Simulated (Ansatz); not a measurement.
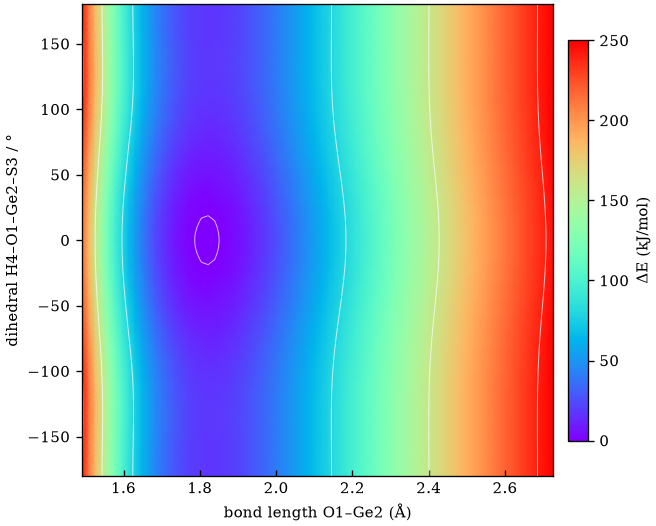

Energy landscape of GeH3OS, SMILES [OH][GeH2][S-], charge −1. 
- First axis: bond length O1–Ge2. Second axis: dihedral H4–O1–Ge2–S3.
- Nothing is relaxed (all other coordinates rigid).
- The grid has 15 × 15 points; 120 points were computed and 105 follow by symmetry.
- Points are written as (first, second).
- Energies: kJ/mol, counted from the lowest grid point.
- The reference is spin-restricted, which grows unreliable where a bond is stretched far.
- All numbers below come from Ansatz, RHF/def2-SVPD.

Drawn: a smooth colour map with a few white contour lines. Between grid points the surface is interpolated. 

What does the map say about the system?

The lowest grid point is at (1.844 Å, −12°). The highest grid point, (2.727 Å, −132°), lies 250 kJ/mol above the lowest. On the interpolated surface the easiest way out of the lowest well to its copy in the next cell or period passes a barrier of about 19 kJ/mol, counted from the interpolated bottom of the well. Round the minimum the two coordinates are nearly uncoupled.

Each point was launched as `ansatz run input.yaml --threads 1 --pin off --max-ram 2560MiB --backend cpu --events-out ev --progress --plain --runs-dir out`. The whole map (120 points run) took 8.2 min on 1 thread of Arm Neoverse V1, with other jobs on the host.
